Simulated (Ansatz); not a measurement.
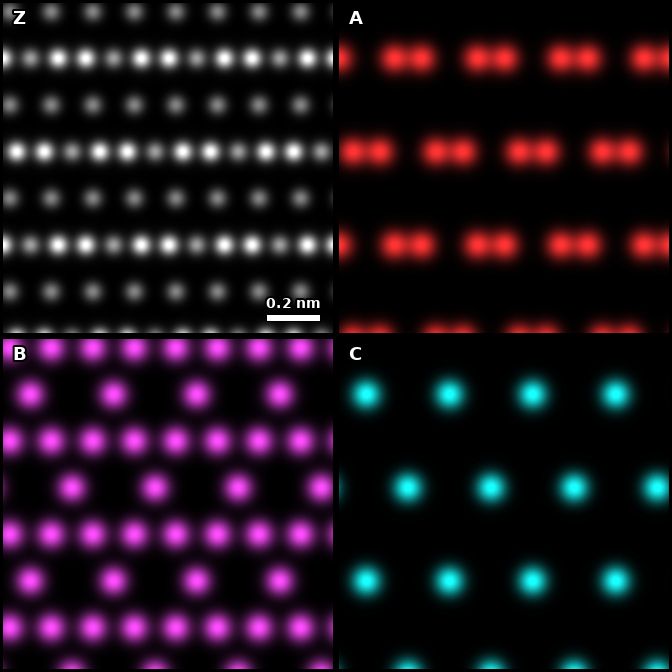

KSb3Os2 (P6/mmm, No. 191) along [211]. Panel Z: The image is simulated as a sum over atoms of Z^1.7, blurred by a 0.61 Å probe (no channelling). The probe carries 15 % of its weight in a tail 2.5 times as wide. The other panels are simulated element maps (the number of atoms of one element along the beam, blurred by 0.9 Å; each on its own scale, no channelling). Structure: the geometry relaxed with Ansatz, DFT PBE, scalar-relativistic, plane waves, PAW; the starting structure was generated, so it need not be a known form of this composition.

```cif
data_structure
_symmetry_space_group_name_H-M 'P6/mmm'
_symmetry_Int_Tables_number 191
_cell_length_a 7.3094
_cell_length_b 7.3094
_cell_length_c 3.3686
_cell_angle_alpha 90.000
_cell_angle_beta 90.000
_cell_angle_gamma 120.000
_cell_volume 155.86
loop_
_atom_site_label
_atom_site_type_symbol
_atom_site_symmetry_multiplicity
_atom_site_Wyckoff_symbol
_atom_site_fract_x
_atom_site_fract_y
_atom_site_fract_z
_atom_site_occupancy
K1 K 1 a 0.00000 0.00000 0.00000 1
Sb1 Sb 3 g 0.50000 0.00000 0.50000 1
Os1 Os 2 c 0.33333 0.66667 0.00000 1
```

Question: Which element does each lettered map show?

Answer: A: Os, B: Sb, C: K. The projected cell (3.26 × 4.00 Å, 114°) holds 5 columns: 2 of Sb, 2 of Os and 1 of Sb + K. Columns shared by several elements: Sb + K.
